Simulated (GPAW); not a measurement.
# O K ELNES/XANES of SrFeO3 (Pm-3m) from DFT

What does one-electron theory with a core hole give for the O K edge of SrFeO3 (Pm-3m)?

Calculated with GPAW 26.7.0; X-ray absorption from dipole matrix elements to empty bands, plane-wave PAW LDA+U.

## 1. The starting structure

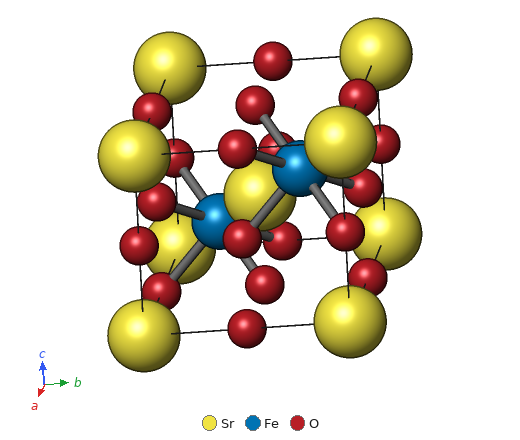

The starting structure, seen slightly off an axis (strontium yellow, iron blue, oxygen red). Some periodic images of atoms are drawn too.

Structure file:

```xyz
10
Lattice="3.8288 3.8288 0.0000 0.0000 3.8288 3.8288 3.8288 0.0000 3.8288" Properties=species:S:1:pos:R:3 pbc="T T T"
Sr    0.0000    0.0000    0.0000
Sr    3.8288    3.8288    3.8288
Fe    1.9144    1.9144    1.9144
Fe    5.7432    5.7432    5.7432
O     1.9144    1.9144    0.0000
O     1.9144    1.9144    3.8288
O     1.9144    0.0000    1.9144
O     1.9144    3.8288    1.9144
O     0.0000    1.9144    1.9144
O     3.8288    1.9144    1.9144
```

## 2. Ground state of the crystal

A plain self-consistent run shows whether there is a gap and which moments survive; both decide the set-up of the core-hole run.

scf.py

```python
import numpy as np
from ase import Atoms
from ase.parallel import parprint, paropen
from gpaw import GPAW, PW, FermiDirac, Mixer, MixerDif, setup_paths
from gpaw.test import gen
setup_paths.insert(0, '.')
gen('O', name='nch1s', xcname='LDA', corehole=(1, 0, 0), write_xml=True)
from gpaw.mpi import world
world.barrier()

atoms = Atoms('Sr2Fe2O6',
    cell=[[3.82881379, 3.82881379, 0],
     [0, 3.82881379, 3.82881379],
     [3.82881379, 0, 3.82881379]],
    scaled_positions=[[0, 0, 0],
     [0.5, 0.5, 0.5],
     [0.25, 0.25, 0.25],
     [0.75, 0.75, 0.75],
     [0.5, 0, 0],
     [0, 0.5, 0.5],
     [0, 0, 0.5],
     [0.5, 0.5, 0],
     [0, 0.5, 0],
     [0.5, 0, 0.5]],
    magmoms=[0.0, 0.0, 4.0, -4.0, 0.0, 0.0, 0.0, 0.0, 0.0, 0.0],
    pbc=True)
atoms.calc = calc = GPAW(legacy_gpaw=True, mode=PW(500), xc='LDA', setups={'Fe': ':d,5.3', 4: 'nch1s'},
    kpts={'size': (5, 5, 5), 'gamma': True}, occupations=FermiDirac(0.05),
    charge=0, mixer=MixerDif(0.05, 8, 50), maxiter=150,
    convergence={'density': 0.0001}, txt='scf.txt')
energy = atoms.get_potential_energy() + calc.get_reference_energy()
ef = calc.get_fermi_level()
out = dict(energy=energy, fermi=ef, forces=atoms.get_forces().tolist(), magmoms=atoms.get_magnetic_moments().tolist())
parprint(f'all-electron energy {energy:.4f} eV, Fermi level {ef:.4f} eV')
ev = np.array([[calc.get_eigenvalues(k, s) for k in range(len(calc.get_ibz_k_points()))] for s in range(calc.get_number_of_spins())])
out['homo'], out['lumo'], out['counts'] = ev[ev < ef].max(), ev[ev > ef].min(), sorted(set((ev < ef).sum((0, 2)).tolist()))
out['filled'] = (ev[:, 0] < ef).sum(1).tolist()
import json
with paropen('out.json', 'w') as f:
    json.dump(out, f)
```

Started as:

```bash
> OMP_NUM_THREADS=1 mpirun -n 2 gpaw python scf.py
```

Numbers of over 12 decimals in the logs are rounded to 6 here.

Log:

```text
Input parameters:
  convergence: {density: 0.0001}
  kpts: {gamma: True,
         size: (5, 5, 5)}
  maxiter: 150
  mixer: {backend: pulay,
          beta: 0.05,
          method: difference,
          nmaxold: 8,
          weight: 50}
  mode: {ecut: 500.0,
         name: pw}
  occupations: {fixmagmom: False,
                name: fermi-dirac,
                width: 0.05}
  setups: {4: nch1s,
           Fe: :d,5.3}

Initialize ...

[... PAW data sets ...]

Reference energy: -254076.797278  # eV

Spin-polarized calculation.
Initial magnetic moment: 0.000000

[... convergence settings ...]
Symmetries present (total): 4
  [... symmetry matrices ...]

125 k-points: 5 x 5 x 5 Monkhorst-Pack grid
27 k-points in the irreducible part of the Brillouin zone
       k-points in crystal coordinates                weights
   0:     0.00000000    0.00000000    0.00000000          1/125
   1:     0.00000000    0.20000000   -0.20000000          2/125
   2:     0.00000000    0.20000000    0.00000000          4/125
   3:     0.00000000    0.20000000    0.20000000          2/125
   4:     0.00000000    0.40000000   -0.40000000          2/125
   5:     0.00000000    0.40000000   -0.20000000          4/125
   6:     0.00000000    0.40000000    0.00000000          4/125
   7:     0.00000000    0.40000000    0.20000000          4/125
   8:     0.00000000    0.40000000    0.40000000          2/125
   9:     0.20000000   -0.40000000   -0.40000000          2/125
          ...
  26:     0.40000000    0.40000000    0.40000000          4/125

Wave functions: Plane wave expansion
  Cutoff energy: 500.000 eV
  Number of coefficients (min, max): 2741, 2869
  Pulay-stress correction: 0.000000 eV/Ang^3 (de/decut=0.000000)
  Using FFTW library
  Wavefunction extrapolation:
    Improved wavefunction reuse through dual PAW basis

Occupation numbers: Fermi-Dirac:
  width: 0.0500  # eV

Eigensolver
   Davidson(niter=2)

Densities:
  Coarse grid: 28*28*28 grid
  Fine grid: 56*56*56 grid
  Total Charge: 0.000000

Density mixing:
  Method: difference
  Backend: pulay
  Linear mixing parameter: 0.05
  old densities: 8
  Width of damping distribution: 1.1
  Damping of long wavelength oscillations: 50

[... Hamiltonian set-up ...]
Number of atoms: 10
Number of atomic orbitals: 52
Number of bands in calculation: 48
Number of valence electrons: 72
Bands to converge: occupied

... initialized

Initializing position-dependent things.

Density initialized from atomic densities
Creating initial wave functions:
  48 bands from LCAO basis set

                         Fe

                   Sr
             O

              O
        O    Fe   O
            O
             O
       Sr

Atomic positions and initial magnetic moments

Positions:
   0 Sr     0.000000    0.000000    0.000000    ( 0.0000,  0.0000,  0.0000)
   1 Sr     3.828814    3.828814    3.828814    ( 0.0000,  0.0000,  0.0000)
   2 Fe     1.914407    1.914407    1.914407    ( 0.0000,  0.0000,  4.0000)
   3 Fe     5.743221    5.743221    5.743221    ( 0.0000,  0.0000, -4.0000)
   4 O      1.914407    1.914407    0.000000    ( 0.0000,  0.0000,  0.0000)
   5 O      1.914407    1.914407    3.828814    ( 0.0000,  0.0000,  0.0000)
   6 O      1.914407    0.000000    1.914407    ( 0.0000,  0.0000,  0.0000)
   7 O      1.914407    3.828814    1.914407    ( 0.0000,  0.0000,  0.0000)
   8 O      0.000000    1.914407    1.914407    ( 0.0000,  0.0000,  0.0000)
   9 O      3.828814    1.914407    1.914407    ( 0.0000,  0.0000,  0.0000)

Unit cell:
           periodic     x           y           z      points  spacing
  1. axis:    yes    3.828814    3.828814    0.000000    28     0.1579
  2. axis:    yes    0.000000    3.828814    3.828814    28     0.1579
  3. axis:    yes    3.828814    0.000000    3.828814    28     0.1579

  Lengths:   5.414760   5.414760   5.414760
  Angles:   60.000000  60.000000  60.000000

Effective grid spacing dv^(1/3) = 0.1723

iter:   1   -79.973562                   -0.0000
iter:   2   -77.410382   -0.73  -0.98    +0.0000
iter:   3   -72.682227   -0.58  -1.06    +0.0000
iter:   4   -72.661212   -2.00  -1.41    +0.0000
iter:   5   -80.214383   -0.67  -1.41    -0.0000
iter:   6   -73.740975   -1.14  -1.21    -0.0000
iter:   7   -72.611764   -1.28  -1.64    -0.0000
iter:   8   -72.571190   -2.67  -2.22    -0.0000
iter:   9   -72.525449   -2.56  -2.39    -0.0000
iter:  10   -72.611816   -2.50  -2.62    -0.0000
iter:  11   -72.563440   -3.41  -2.19    -0.0000
iter:  12   -72.524131   -2.72  -2.33    -0.0000
iter:  13   -72.532603   -3.20  -2.65    -0.0000
iter:  14   -72.523789c  -3.69  -2.65    -0.0000
iter:  15   -72.523300c  -4.69  -3.12    -0.0000
iter:  16   -72.523434c  -5.04  -3.59    -0.0000
iter:  17   -72.523569c  -5.63  -3.90    -0.0000
iter:  18   -72.523723c  -5.95  -3.70    -0.0000
iter:  19   -72.523664c  -5.78  -3.57    -0.0000
iter:  20   -72.523571c  -6.15  -3.83    -0.0000
iter:  21   -72.523559c  -6.81  -4.20c   -0.0000
iter:  22   -72.523520c  -6.81  -4.30c   +0.0000
iter:  23   -72.523551c  -6.72  -4.84c   +0.0000
iter:  24   -72.523506c  -6.70  -4.33c   -0.0000
iter:  25   -72.523531c  -7.06  -4.61c   -0.0000
iter:  26   -72.523530c  -7.69c -4.62c   +0.0000

Converged after 26 iterations.

Dipole moment: (-0.000000, -0.000000, -0.000000) |e|*Ang

Total magnetic moment: (0.000000, 0.000000, 0.000000)
Local magnetic moments:
   0 Sr ( 0.000000,  0.000000,  0.000000)
   1 Sr ( 0.000000,  0.000000,  0.000000)
   2 Fe ( 0.000000,  0.000000,  3.834101)
   3 Fe ( 0.000000,  0.000000, -3.834101)
   4 O  ( 0.000000,  0.000000, -0.000000)
   5 O  ( 0.000000,  0.000000, -0.000000)
   6 O  ( 0.000000,  0.000000,  0.000000)
   7 O  ( 0.000000,  0.000000,  0.000000)
   8 O  ( 0.000000,  0.000000,  0.000000)
   9 O  ( 0.000000,  0.000000,  0.000000)

Energy contributions relative to reference atoms: (reference = -254076.797278)

Kinetic:        +70.391499
Potential:      -58.161903
External:        +0.000000
XC:             -84.495721
Entropy (-ST):   -0.061472
Local:           -0.226668
SIC:             +0.000000
--------------------------
Free energy:    -72.554266
Extrapolated:   -72.523530

Spin contamination: 4.039589 electrons
Showing only first 2 kpts
                      Up                     Down
 Kpt  Band  Eigenvalues  Occupancy  Eigenvalues  Occupancy
  0    34      6.33738    0.05733      6.33738    0.05733
  0    35      6.33740    0.05731      6.33740    0.05731
  0    36      6.33740    0.05731      6.33740    0.05731
  0    37      9.32176    0.00000      9.32176    0.00000

  1    34      5.71848    0.99993      5.71848    0.99993
  1    35      6.00744    0.97810      6.00744    0.97810
  1    36      6.66778    0.00008      6.66778    0.00008
  1    37      9.41177    0.00000      9.41177    0.00000

Fermi level: 6.19739

No gap
No difference between direct/indirect transitions

Forces in eV/Ang:
  0 Sr    0.00000    0.00000    0.00000
  1 Sr   -0.00000   -0.00000   -0.00000
  2 Fe    0.00000    0.00000   -0.00000
  3 Fe    0.00000    0.00000   -0.00000
  4 O     0.00000    0.00000    0.00000
  5 O     0.00000    0.00000   -0.00000
  6 O    -0.00000   -0.00000   -0.00000
  7 O     0.00000    0.00000   -0.00000
  8 O    -0.00000   -0.00000   -0.00000
  9 O     0.00000    0.00000   -0.00000
Scalar-relativistic atomic LDA calculation for O (Oxygen, Z=8)
Core hole in 1s state (1s occupation: 2.0)
300 radial gridpoints.
|------------------------------------------------|
|------------------------------------------------|
[... the atom generator's iteration count ...]

Energy contributions:
-------------------------
Kinetic:      +74.266897
XC:            -7.772280
Potential:   -141.018865
-------------------------
Total:        -74.524248

state      eigenvalue         ekin         rmax
-----------------------------------------------
1s^2.0 :   -18.772897    28.821965        0.130
2s^2.0 :    -0.872866     3.204810        0.874
2p^4.0 :    -0.337925     2.553337        0.813
-----------------------------------------------
(units: Bohr and Hartree)

Generating PAW setup
Kinetic energy of the core from tauc = 57.689706
Cutoffs:
rc(s)=1.300
rc(p)=1.130
rc(d)=1.170
rc(vbar)=1.300
rc(comp)=1.260
rc(nct)=1.300

Kinetic energy of the core states: 57.643930
Charge: 0.0
Core electrons: 2.0
Valence electrons: 6.0
Pseudo-core charge: 0.000776
Shape function alpha=6.299
Pseudo-electron charge 5.666261
state    eigenvalue         norm
--------------------------------
2s(2) :    -0.872866     1.079797
*s    :     0.127134
2p(4) :    -0.337925     0.876472
*p    :     0.662075
*d    :     0.000000
--------------------------------

Diagonalizing with gridspacing h=0.050

state   all-electron     PAW
-------------------------------
2s:      -0.872866    -0.873954
2p:      -0.337925    -0.341740
*d:                    0.050276
*f:                    0.077289
-------------------------------
all-electron energy -254149.3208 eV, Fermi level 6.1974 eV
```

It took 4.7 min on 2 MPI ranks of Arm Neoverse N1, shared host; peak memory 0.38 GiB.

The mesh shows no gap, so the system is treated as a metal and the core electron is put at the Fermi level (neutral cell).

Site moments (μB): 0.00, 0.00, 3.83, -3.83, 0.00, 0.00, 0.00, 0.00, 0.00, 0.00.

## 3. Reference energy of the cell

The photon energy needs a difference of total energies, so the cell and mesh of the coming hole run are first run without a hole.

scf.py, as its differences from that of step 2:

```diff
@@ -27,3 +27,3 @@
 atoms.calc = calc = GPAW(legacy_gpaw=True, mode=PW(500), xc='LDA', setups={'Fe': ':d,5.3', 4: 'nch1s'},
-    kpts={'size': (5, 5, 5), 'gamma': True}, occupations=FermiDirac(0.05),
+    kpts={'size': (5, 5, 5), 'gamma': True}, occupations=FermiDirac(0.1),
     charge=0, mixer=MixerDif(0.05, 8, 50), maxiter=150,
```

Log:

```text
Input parameters:
  convergence: {density: 0.0001}
  kpts: {gamma: True,
         size: (5, 5, 5)}
  maxiter: 150
  mixer: {backend: pulay,
          beta: 0.05,
          method: difference,
          nmaxold: 8,
          weight: 50}
  mode: {ecut: 500.0,
         name: pw}
  occupations: {fixmagmom: False,
                name: fermi-dirac,
                width: 0.1}
  setups: {4: nch1s,
           Fe: :d,5.3}

[...]
2s(2) :    -0.872866     1.079797
*s    :     0.127134
2p(4) :    -0.337925     0.876472
*p    :     0.662075
*d    :     0.000000
--------------------------------

Diagonalizing with gridspacing h=0.050

state   all-electron     PAW
-------------------------------
2s:      -0.872866    -0.873954
2p:      -0.337925    -0.341740
*d:                    0.050276
*f:                    0.077289
-------------------------------
all-electron energy -254149.3336 eV, Fermi level 6.2213 eV
[key lines of the parts left out:]
Converged after 27 iterations.
Dipole moment: (0.000000, 0.000000, 0.000000) |e|*Ang
Free energy:    -72.636793
Fermi level: 6.22129
```

It took 4.9 min on 2 MPI ranks; peak memory 0.38 GiB.

Reference energy: -254149.334 eV with the cores included.

(Part 1 of 2 ends here.)

[Banner, clock and machine lines of the logs are left out without a mark of their own.]

[Logs are printed without paths, hosts, clocks, repeated set-up lines and the standing remarks that a program may print on its own settings, such as how far it seeks lower states.]

[Hosts, paths, dates, database ids (printed as entryN), source tags and the programs' standing remarks are cut or masked in the printed files.]

[Lists of maxima count a maximum above −3 eV only where it reaches 4 % of the highest in the window and stands out from its surroundings by 2 % of it (1.5 % where it reaches 55 %); shoulders and weaker maxima are passed over, and of the rest the first, up to two pre-edge ones and the few strongest are named.]
